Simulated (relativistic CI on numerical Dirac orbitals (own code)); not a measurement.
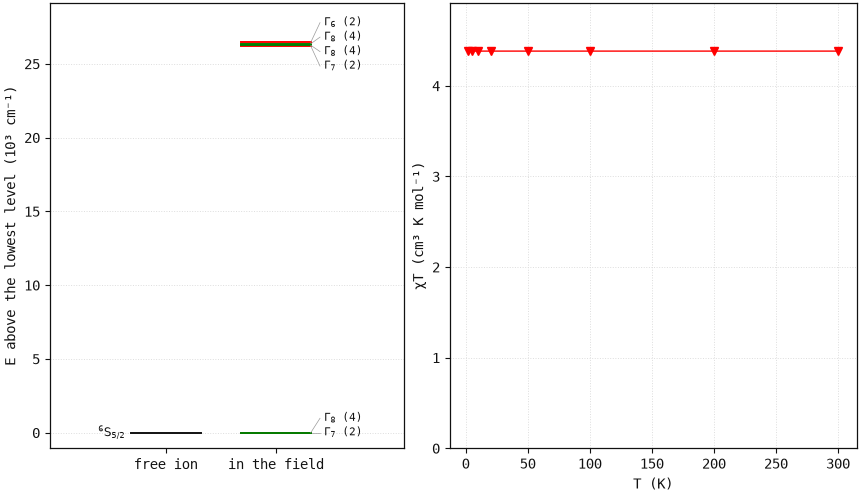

Crystal-field levels of Co⁴⁺ (cobalt, Z = 27) (3d⁵) in a cubic field. Labels give the double-group representation and, in brackets, the degeneracy; the lowest 6 of 84 levels are drawn. The calculation used relativistic configuration interaction, KLI exchange-only orbitals, Breit term, model QED, valence Slater integrals scaled by 0.7 (in-house radial CI code). One open-shell configuration in a parametric field without covalency; powder susceptibility by Van Vleck's formula.

**Is the site octahedral or tetrahedral, and how large is 10Dq?**

Octahedral, |10Dq| = 5,000 cm⁻¹. The free ion's lowest level is ⁶S₅/₂. The ground level is Γ₇, a Kramers doublet, with total spin S = 2.50 (from expectation values); its principal g values, for an effective spin of 1/2, are 3.34, 3.34 and 3.34. The next level lies at 0.0058 cm⁻¹ (Γ₈). The field lowers the ground state by 1 cm⁻¹ against the free ion. χT is 4.38 cm³ K mol⁻¹ at 2 K, 4.38 at 50 K and 4.38 at 300 K, an effective moment of 5.92 μB at room temperature.
